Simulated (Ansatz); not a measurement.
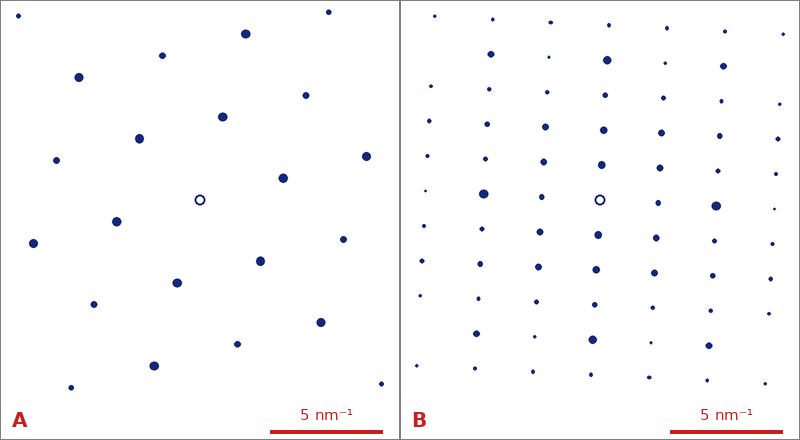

Kinematic electron diffraction patterns (120 kV, B = 0.5 Å², same scale, each along a low-index zone) of two structures of composition AsP2, each relaxed at zero pressure with Ansatz, DFT PBE, scalar-relativistic, plane waves, PAW.

The structures (standard cells):
1. Fd-3m (No. 227), a = 7.303 Å, 24 atoms; generated start, possibly hypothetical
2. P4/mmm (No. 123), a = 6.353 Å, c = 3.819 Å, 6 atoms; generated start, possibly hypothetical

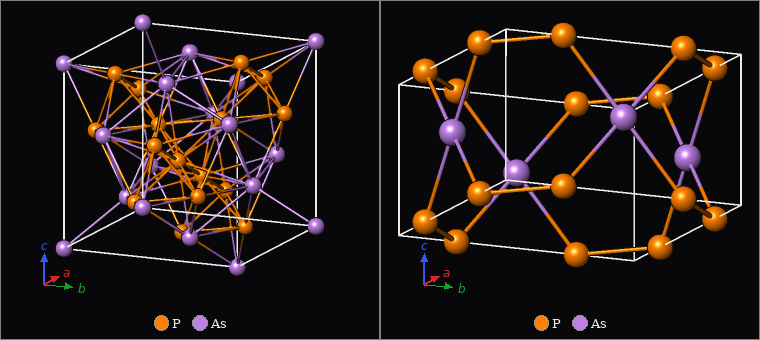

Drawings of the structures 1 to 2, from left to right (each may span several cells).

> Which pattern belongs to which structure, and along which zone?

A is structure 1 along [111] or an equivalent direction: hexagonal net of -2 2 0 at d = 2.58 Å and -2 0 2 at d = 2.58 Å, 60.0° apart. B is structure 2 along [100] or an equivalent direction: rectangular net of 0 1 0 at d = 6.35 Å and 0 0 1 at d = 3.82 Å, 90.0° apart (some points of this net are extinct or too weak to see).

> Which structure lies lowest at this level of theory, and by how much?

Structure 2 (P4/mmm, 25.69 Å³ an atom) is the lowest of these; structure 1 (Fd-3m, 16.23 Å³ an atom) lies about 480 meV an atom higher. These are static energies at 0 K; other structures, not shown, may lie lower still.
